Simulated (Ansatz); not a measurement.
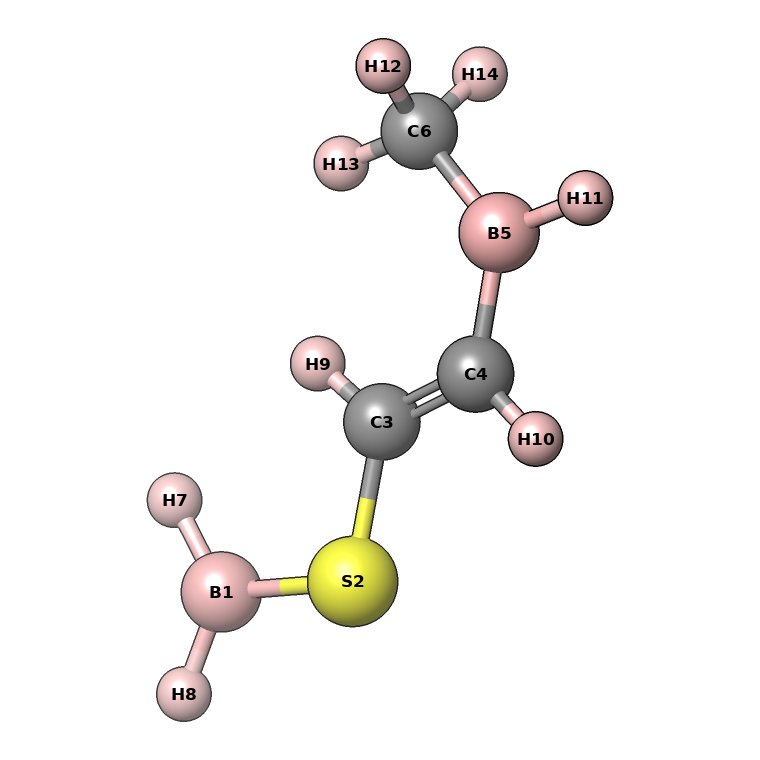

Distant atoms are faded towards the background colour. Computed geometry: PBE0-D4/def2-TZVP optimisation. No frequency run is at hand to confirm it as a minimum.

Which atoms or bonds are stereogenic?

Answer. Double bonds: C3=C4.

Assign CIP descriptors.

Answer. C3=C4: E.

Write the isomeric SMILES.

Answer. BS/C=C/BC
